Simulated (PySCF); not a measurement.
**[Sm(NH3)3]3+: structure and properties**

Aim: find the relaxed shape of [Sm(NH3)3]3+, test it by its vibrations, and read charges and levels. It is a constructed species; whether it can be made isn't addressed.

Computed with PySCF 2.14.0. Level: PBE0, Sm lcecp-1-SVP with ECP51, N def2-SVP, H def2-SVP; scalar-relativistic core potentials, no spin–orbit coupling.

1 further run of the same task is left out (for a known fault of the program).

## 1. Starting geometry

13 atoms, charge 3, spin multiplicity 1.

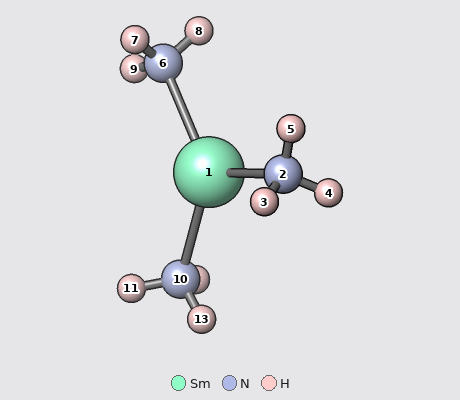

As it starts; samarium green, nitrogen light blue, hydrogen pink; atoms are numbered from 1 in the order of the file.

Coordinates:

```xyz
13
charge 3, multiplicity 1
Sm    0.0000    0.0000    0.0000
N     2.5575    0.0000    0.0000
H     2.9555   -0.4696    0.8133
H     2.9555   -0.4696   -0.8133
H     2.9555    0.9392    0.0000
N    -1.2787    2.2149    0.0000
H    -1.0711    2.7943    0.8133
H    -1.0711    2.7943   -0.8133
H    -2.2911    2.0899    0.0000
N    -1.2788   -2.2149    0.0000
H    -1.8844   -2.3247    0.8133
H    -1.8844   -2.3247   -0.8133
H    -0.6644   -3.0291    0.0000
```

Formal oxidation states: Sm +3. Each metal's 5 4f electrons lie in its core potential, so multiplicities, spins and levels count the valence alone.

## 2. SCF at the start, singlet

run.py (the lines that set the calculation) reads:

```python
mol = gto.M(atom='''
Sm     0.00000     0.00000     0.00000
N      2.55750     0.00000     0.00000
H      2.95550    -0.46960     0.81330
H      2.95550    -0.46960    -0.81330
H      2.95550     0.93920     0.00000
N     -1.27870     2.21490     0.00000
H     -1.07110     2.79430     0.81330
H     -1.07110     2.79430    -0.81330
H     -2.29110     2.08990     0.00000
N     -1.27880    -2.21490     0.00000
H     -1.88440    -2.32470     0.81330
H     -1.88440    -2.32470    -0.81330
H     -0.66440    -3.02910     0.00000''',
    basis={'Sm': 'lcecp-1-SVP', 'N': 'def2-SVP', 'H': 'def2-SVP'},
    ecp={'Sm': 'lcecp-1-SVP'},
    charge=3, spin=0)
mf = dft.RKS(mol, xc='PBE0')
mf.grids.atom_grid = (50, 194)  # f atoms: unpruned, at least (60, 302)
mf = mf.density_fit()  # fitting sets: Sm AutoAux, N def2-universal-JKFIT, H def2-universal-JKFIT
mf.conv_tol = 1e-08; mf.max_cycle = 55
mf.kernel(dm0)  # dm0: free metal ions and neutral atoms
```

Launch:

```bash
OMP_NUM_THREADS=2 python run.py
```

What it wrote:

```text
init E= -195.842736907749
  HOMO = -1.13940324998642  LUMO = -0.651543370053638  gap/eV = 13.27534
cycle= 1 E= -201.861850100392  delta_E= -6.02  |g|= 2.37  |ddm|= 3.21
  HOMO = -0.658122402777601  LUMO = -0.638159784199802  gap/eV = 0.54321
cycle= 2 E= -199.645997787896  delta_E= 2.22  |g|= 3.39  |ddm|= 4.27
  HOMO = -0.851245654422741  LUMO = -0.513009188134458  gap/eV = 9.20388
cycle= 3 E= -202.991569950659  delta_E= -3.35  |g|= 0.371  |ddm|= 3.42
  HOMO = -0.882483562485903  LUMO = -0.629979591698376  gap/eV = 6.87098
cycle= 4 E= -203.041779067582  delta_E= -0.0502  |g|= 0.0646  |ddm|= 0.781
  HOMO = -0.872198778740695  LUMO = -0.61013699394367  gap/eV = 7.13106
cycle= 5 E= -203.042893786615  delta_E= -0.00111  |g|= 0.00959  |ddm|= 0.0788
  HOMO = -0.873100002002581  LUMO = -0.609721131214552  gap/eV = 7.16690
cycle= 6 E= -203.04291307135  delta_E= -1.93e-05  |g|= 0.00152  |ddm|= 0.00834
  HOMO = -0.873307927904545  LUMO = -0.609893671890418  gap/eV = 7.16787
cycle= 7 E= -203.042913761099  delta_E= -6.9e-07  |g|= 0.000208  |ddm|= 0.00256
  HOMO = -0.873308481062842  LUMO = -0.609881780023267  gap/eV = 7.16821
cycle= 8 E= -203.042913778157  delta_E= -1.71e-08  |g|= 4.54e-05  |ddm|= 0.000378
  HOMO = -0.87331273774739  LUMO = -0.609882779729069  gap/eV = 7.16829
cycle= 9 E= -203.042913778607  delta_E= -4.5e-10  |g|= 1.47e-05  |ddm|= 4.82e-05
  HOMO = -0.873312020718374  LUMO = -0.609884123802574  gap/eV = 7.16824
Extra cycle  E= -203.042913778576  delta_E= 3.06e-11  |g|= 2.01e-05  |ddm|= 2.93e-05
converged SCF energy = -203.042913778576
```

Run time: 20 s. Hardware: 2 threads of Intel Xeon at 2.50GHz (Skylake/Cascade Lake), shared host; peak memory 0.78 GiB.

It gives: E = -203.042914 Eh, HOMO -23.76 eV, LUMO -16.60 eV, Mulliken charge on Sm1 +1.89 e. 

## 3. Relaxation, singlet

Steps are kept in the start's point group, C3h.

run.py (the lines that set the calculation) reads:

```python
mol = gto.M(atom='''
Sm     0.00000     0.00000     0.00000
N      2.55752    -0.00003     0.00000
H      2.95548    -0.46958     0.81330
H      2.95548    -0.46958    -0.81330
H      2.95548     0.93919     0.00000
N     -1.27874     2.21489     0.00000
H     -1.07107     2.79431     0.81330
H     -1.07107     2.79431    -0.81330
H     -2.29110     2.08993     0.00000
N     -1.27879    -2.21487     0.00000
H     -1.88441    -2.32473     0.81330
H     -1.88441    -2.32473    -0.81330
H     -0.66438    -3.02911     0.00000''',
    basis={'Sm': 'lcecp-1-SVP', 'N': 'def2-SVP', 'H': 'def2-SVP'},
    ecp={'Sm': 'lcecp-1-SVP'},
    charge=3, spin=0)
mf = dft.RKS(mol, xc='PBE0')
mf.grids.atom_grid = (50, 194)  # f atoms: unpruned, at least (60, 302)
mf = mf.density_fit()  # fitting sets: Sm AutoAux, N def2-universal-JKFIT, H def2-universal-JKFIT
mf.conv_tol = 1e-08; mf.max_cycle = 55
mf.kernel(dm0)  # dm0: an SCF of this state at this start
# quasi-Newton relaxation in Cartesian coordinates to a largest gradient under 0.00045 Eh/bohr, steps kept in the point group
```

Launch:

```bash
OMP_NUM_THREADS=2 python run.py
```

The driver keeps no SCF log for this step, only its results.

It took 2.7 min on 2 threads of Intel Xeon at 2.50GHz (Skylake/Cascade Lake), shared host.

Relaxation path:

```
step  energy from step 1 (eV)  largest force component (eV/Å)
   1                   0.0000                          1.7907
   2                  -0.1179                          0.7047
   3                  -0.1552                          0.1194
   4                  -0.1612                          0.0775
   5                  -0.1665                          0.0272
   6                  -0.1667                          0.0105
   7                  -0.1667                          0.0005
```

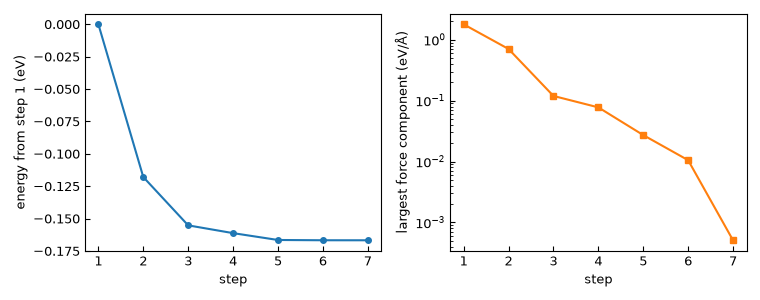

Energy and largest force along the relaxation.

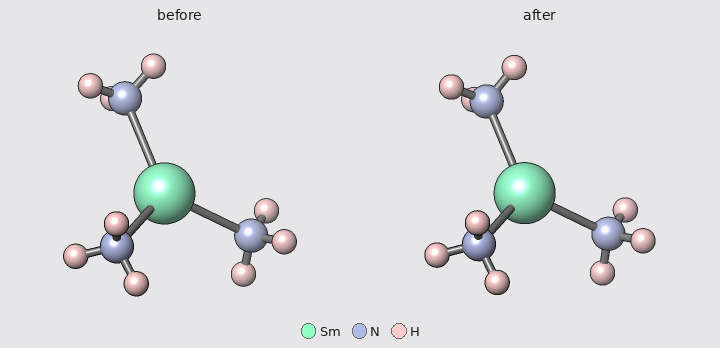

The geometry before (left) and after (right).

Close pairs (by a distance rule), those that changed most:

```
   bond  before (Å)  after (Å)  change (Å)
Sm1–N10       2.558      2.465      -0.093
 Sm1–N2       2.558      2.465      -0.093
 Sm1–N6       2.558      2.465      -0.093
N10–H11       1.020      1.037      +0.017
N10–H12       1.020      1.037      +0.017
  N6–H7       1.020      1.037      +0.017
  N6–H8       1.020      1.037      +0.017
  N2–H3       1.020      1.037      +0.017
```

It ends in C3h at E = -203.049040 Eh.

```
Sm    0.00000    0.00000    0.00000
N     2.46477    0.00097    0.00000
H     2.91446   -0.46761    0.80830
H     2.91446   -0.46761   -0.80830
H     2.91478    0.93449    0.00000
N    -1.23323    2.13407    0.00000
H    -1.05227    2.75781    0.80830
H    -1.05227    2.75781   -0.80830
H    -2.26668    2.05702    0.00000
N    -1.23154   -2.13504    0.00000
H    -1.86220   -2.29019    0.80830
H    -1.86220   -2.29019   -0.80830
H    -0.64809   -2.99152    0.00000
```

## 4. Harmonic vibrations

run.py (the lines that set the calculation) reads:

```python
mol = gto.M(atom='''
Sm     0.00000     0.00000     0.00000
N      2.46477     0.00097     0.00000
H      2.91446    -0.46761     0.80830
H      2.91446    -0.46761    -0.80830
H      2.91478     0.93449     0.00000
N     -1.23323     2.13407     0.00000
H     -1.05227     2.75781     0.80830
H     -1.05227     2.75781    -0.80830
H     -2.26668     2.05702     0.00000
N     -1.23154    -2.13504     0.00000
H     -1.86220    -2.29019     0.80830
H     -1.86220    -2.29019    -0.80830
H     -0.64809    -2.99152     0.00000''',
    basis={'Sm': 'lcecp-1-SVP', 'N': 'def2-SVP', 'H': 'def2-SVP'},
    ecp={'Sm': 'lcecp-1-SVP'},
    charge=3, spin=0)
mf = dft.RKS(mol, xc='PBE0')
mf.grids.atom_grid = (50, 194)  # f atoms: unpruned, at least (60, 302)
mf = mf.density_fit()  # fitting sets: Sm AutoAux, N def2-universal-JKFIT, H def2-universal-JKFIT
mf.conv_tol = 1e-10; mf.max_cycle = 55
mf.kernel(dm0)  # dm0: the density of the relaxed state
# Hessian and dipole derivatives by central differences of gradients, 0.02 bohr
```

Launch:

```bash
OMP_NUM_THREADS=2 python run.py
```

The driver keeps no SCF log for this step, only its results.

Run time: 5.6 min. Hardware: 2 threads of Intel Xeon at 2.50GHz (Skylake/Cascade Lake), shared host.

Point group C3h; negative numbers are unstable modes, and those under 60 cm⁻¹ are near the numerical noise:

```
cm⁻¹  km/mol  symmetry
 -44     3.4       a''
 -41     0.0       e''
 -41     0.0       e''
 -40     6.2       a''
  82     7.4        e'
  82     7.4        e'
 347     0.0        a'
 359    11.8        e'
 359    11.8        e'
 637     0.0        a'
 649     0.0       e''
 649     0.0       e''
 663   210.0       a''
 678    89.4        e'
 678    89.4        e'
1414   200.4        e'
1414   200.4        e'
1416     0.0        a'
1608   152.5       a''
1608    77.3        e'
1608    77.3        e'
1610     0.0        a'
1611     0.0       e''
1611     0.0       e''
3350   356.8        e'
3350   356.8        e'
3359     0.0        a'
3421     0.0       e''
3421     0.0       e''
3422   491.6       a''
3426     0.0        a'
3428   239.6        e'
3428   239.6        e'
```

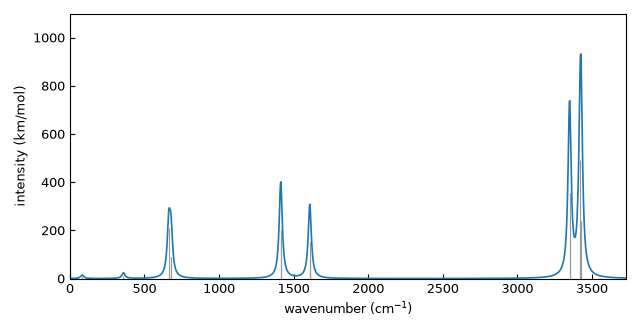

The infrared spectrum from the harmonic lines. Lines are broadened to a width of 25 cm⁻¹ (Lorentzian).

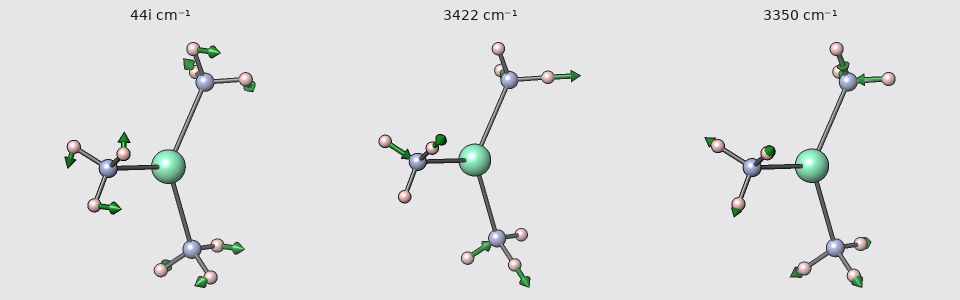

Displacements of 3 modes, as arrows.

## 5. Displaced along the imaginary mode

Steps are kept in the start's point group, C3.

run.py (the lines that set the calculation) reads:

```python
mol = gto.M(atom='''
Sm     0.00000     0.00000     0.01939
N      2.46477     0.00097    -0.05574
H      2.93539    -0.30849     0.83340
H      2.89353    -0.62674    -0.78320
H      2.91478     0.93449    -0.25000
N     -1.23323     2.13407    -0.05574
H     -1.20054     2.69637     0.83340
H     -0.90399     2.81924    -0.78320
H     -2.26668     2.05702    -0.25000
N     -1.23154    -2.13504    -0.05574
H     -1.73485    -2.38788     0.83340
H     -1.98954    -2.19250    -0.78320
H     -0.64809    -2.99152    -0.25000''',
    basis={'Sm': 'lcecp-1-SVP', 'N': 'def2-SVP', 'H': 'def2-SVP'},
    ecp={'Sm': 'lcecp-1-SVP'},
    charge=3, spin=0)
mf = dft.RKS(mol, xc='PBE0')
mf.grids.atom_grid = (50, 194)  # f atoms: unpruned, at least (60, 302)
mf = mf.density_fit()  # fitting sets: Sm AutoAux, N def2-universal-JKFIT, H def2-universal-JKFIT
mf.conv_tol = 1e-08; mf.max_cycle = 55
mf.kernel(dm0)  # dm0: an SCF of this state at this start
# quasi-Newton relaxation in Cartesian coordinates to a largest gradient under 0.00045 Eh/bohr, steps kept in the point group
```

Launch:

```bash
OMP_NUM_THREADS=2 python run.py
```

The driver keeps no SCF log for this step, only its results.

It took 5.1 min on 2 threads of Intel Xeon at 2.50GHz (Skylake/Cascade Lake), shared host.

Along the way:

```
step  energy from step 1 (eV)  largest force component (eV/Å)
   1                   0.0000                          0.6844
   2                  -0.0511                          0.0253
   3                  -0.0515                          0.0197
   4                  -0.0523                          0.0383
   5                  -0.0548                          0.1874
   6                  -0.0575                          0.1846
   7                  -0.0628                          0.2908
   8                  -0.0699                          0.1911
   9                  -0.0735                          0.0570
  10                  -0.0766                          0.0673
  11                  -0.0795                          0.0760
  12                  -0.0849                          0.0544
  13                  -0.0863                          0.0631
  14                  -0.0867                          0.0266
  15                  -0.0870                          0.0171
  16                  -0.0871                          0.0151
  17                  -0.0871                          0.0080
```

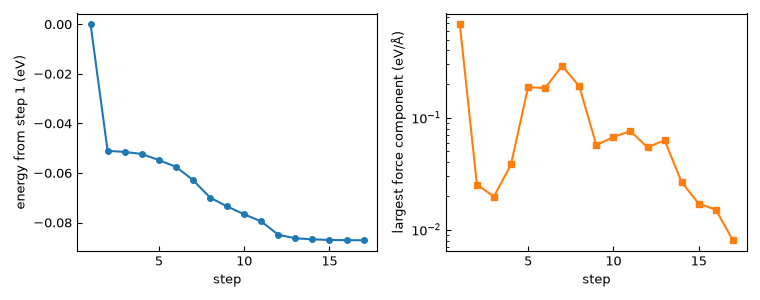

Energy and force, step by step.

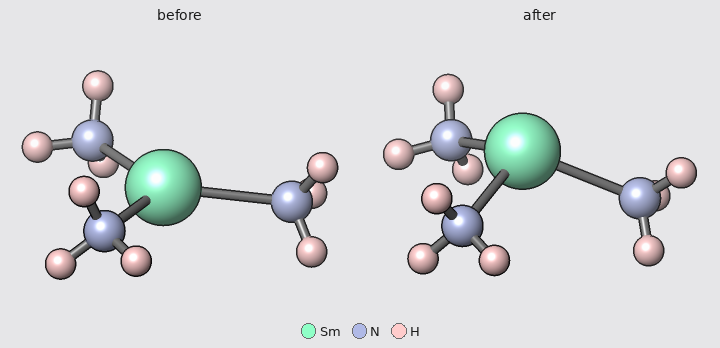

The geometry before (left) and after (right).

Distances of close pairs at the start and the end, largest changes first:

```
   bond  before (Å)  after (Å)  change (Å)
N10–H13       1.054      1.036      -0.018
  N2–H5       1.054      1.036      -0.018
  N6–H9       1.054      1.036      -0.018
  N2–H4       1.052      1.036      -0.016
N10–H12       1.052      1.036      -0.016
  N6–H8       1.052      1.036      -0.016
  N2–H3       1.053      1.038      -0.015
  N6–H7       1.053      1.038      -0.015
```

It ends in C3 at E = -203.050390 Eh.

```
atom    x (Å)    y (Å)    z (Å)
 Sm1   0.0000   0.0000   0.7430
  N2   2.3341  -0.0013  -0.0247
  H3   3.0284  -0.2865   0.6918
  H4   2.5579  -0.6290  -0.8185
  H5   2.7032   0.9125  -0.3453
  N6  -1.1659   2.0221  -0.0247
  H7  -1.2661   2.7659   0.6918
  H8  -0.7342   2.5297  -0.8185
  H9  -2.1419   1.8848  -0.3453
 N10  -1.1682  -2.0207  -0.0247
 H11  -1.7623  -2.4794   0.6918
 H12  -1.8237  -1.9007  -0.8185
 H13  -0.5613  -2.7973  -0.3453
```

## 6. Properties on a finer grid

run.py (the lines that set the calculation) reads:

```python
mol = gto.M(atom='''
Sm     0.00000     0.00000     0.74299
N      2.33412    -0.00133    -0.02473
H      3.02835    -0.28647     0.69177
H      2.55795    -0.62900    -0.81846
H      2.70320     0.91251    -0.34533
N     -1.16591     2.02207    -0.02473
H     -1.26609     2.76586     0.69177
H     -0.73424     2.52975    -0.81846
H     -2.14186     1.88478    -0.34533
N     -1.16821    -2.02074    -0.02473
H     -1.76226    -2.47940     0.69177
H     -1.82371    -1.90075    -0.81846
H     -0.56134    -2.79729    -0.34533''',
    basis={'Sm': 'lcecp-1-SVP', 'N': 'def2-SVP', 'H': 'def2-SVP'},
    ecp={'Sm': 'lcecp-1-SVP'},
    charge=3, spin=0)
mf = dft.RKS(mol, xc='PBE0')
mf.grids.atom_grid = (75, 302)  # f atoms: unpruned, at least (60, 302)
mf = mf.density_fit()  # fitting sets: Sm AutoAux, N def2-universal-JKFIT, H def2-universal-JKFIT
mf.conv_tol = 1e-09; mf.max_cycle = 55
mf.kernel(dm0)  # dm0: the density of the relaxed state
```

Launch:

```bash
OMP_NUM_THREADS=2 python run.py
```

What it wrote:

```text
init E= -203.050392897279
  HOMO = -0.895601001107564  LUMO = -0.598906545533086  gap/eV = 8.07347
cycle= 1 E= -203.050392897444  delta_E= -1.65e-10  |g|= 0.000136  |ddm|= 0.000248
  HOMO = -0.895572133011925  LUMO = -0.598910746260178  gap/eV = 8.07257
cycle= 2 E= -203.050392893684  delta_E= 3.76e-09  |g|= 0.000188  |ddm|= 0.000246
  HOMO = -0.895589257685107  LUMO = -0.59890796207849  gap/eV = 8.07311
cycle= 3 E= -203.050392901471  delta_E= -7.79e-09  |g|= 9.66e-07  |ddm|= 0.000143
  HOMO = -0.895589223794661  LUMO = -0.598908065593789  gap/eV = 8.07311
cycle= 4 E= -203.050392901472  delta_E= -5.68e-13  |g|= 4.33e-07  |ddm|= 1.79e-06
  HOMO = -0.895589237411935  LUMO = -0.598908027469148  gap/eV = 8.07311
Extra cycle  E= -203.050392901472  delta_E= -1.14e-13  |g|= 2.76e-07  |ddm|= 8.05e-07
converged SCF energy = -203.050392901472
```

It took 27 s on 2 threads of Intel Xeon at 2.50GHz (Skylake/Cascade Lake), shared host.

It gives: E = -203.050393 Eh, HOMO -24.37 eV, LUMO -16.30 eV, Mulliken charge on Sm1 +1.86 e, largest force component 0.009 eV/Å. 

Löwdin charges:

Sm1 1.57; N2 -0.02; H3 0.17; H4 0.17; H5 0.17; N6 -0.02; H7 0.17; H8 0.17; H9 0.17; N10 -0.02; H11 0.17; H12 0.17; H13 0.17

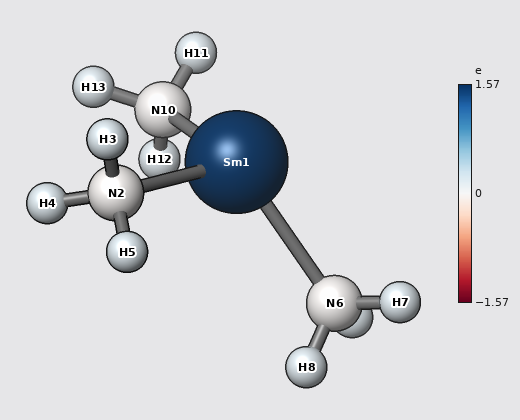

Löwdin charges, as colours on the atoms.

Mulliken charges: Sm1 +1.86, N2 -0.39, H3 +0.26, H4 +0.25, H5 +0.26, N6 -0.39, H7 +0.26, H8 +0.25, H9 +0.26, N10 -0.39, H11 +0.26, H12 +0.25, H13 +0.26 e.

Contacts (the nearest donor of each ligand) and Mayer bond orders:

```
      contact  distance (Å)  bond order
 Sm1–N2 (NH3)         2.457        0.61
 Sm1–N6 (NH3)         2.457        0.61
Sm1–N10 (NH3)         2.457        0.61
```

Mulliken populations of Sm1 outside the core potential: s 2.21, p 6.14, d 0.75, f 0.04.

The fields below are evaluated on a grid from the run's orbitals.

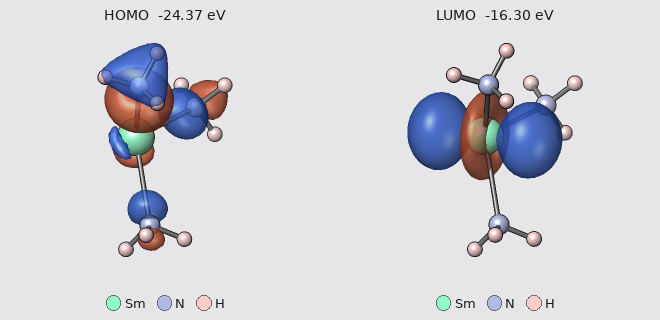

PBE0 orbitals near the gap, drawn at the value that encloses 70 % of each; the two colours are the two signs.

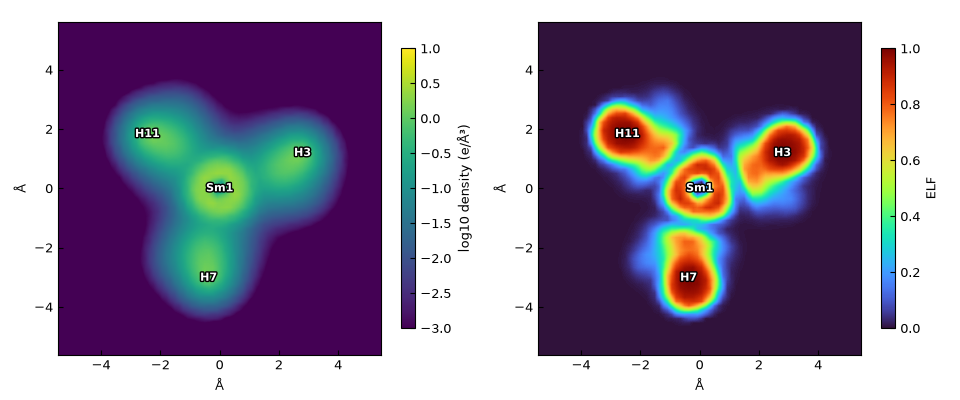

Density (left) and ELF (right) in a plane through or near 4 of the atoms.

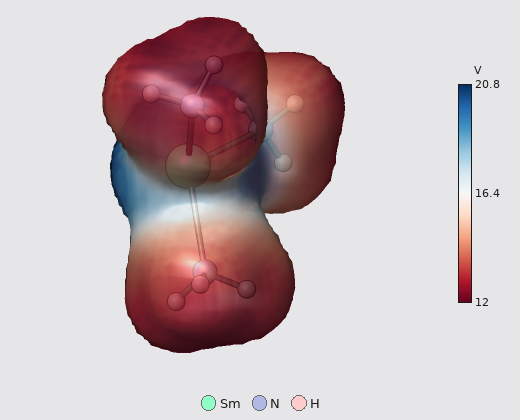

The potential that a unit positive charge feels on the 0.002 e/bohr³ surface, from the 1st to the 99th percentile, from 11.97 to 20.85 V.

## 7. Outcome

| quantity | value |
| --- | --- |
| state and point group | singlet in the valence, C3 |
| first geometry: modes | -44 to 3428 cm⁻¹, 4 unstable |
| first geometry: strongest infrared band (modes within 1.5 cm⁻¹ summed) | 3350 cm⁻¹ (714 km/mol) |
| metal–ligand contacts | 2.46 Å |
| frontier levels | HOMO -24.37 eV, LUMO -16.30 eV |
| dipole about the centre of mass | 2.46 D |

In words: At the first geometry 4 modes are unstable, within the noise, so a saddle point isn't shown; the molecule was then pushed along the lowest one and relaxed again. The metal carries +1.57 e by Löwdin's partition against a formal +3, and bond orders to the nearest donors reach 0.61. Both measures hang on the basis. Leaving the first, C3h structure gained 0.04 eV and gave C3. No vibrations are shown for the final structure, so this session doesn't show it to be a minimum. One start shape was tried, so another isomer may lie lower. These are double-zeta-type bases without diffuse functions. Spin–orbit coupling is left out.
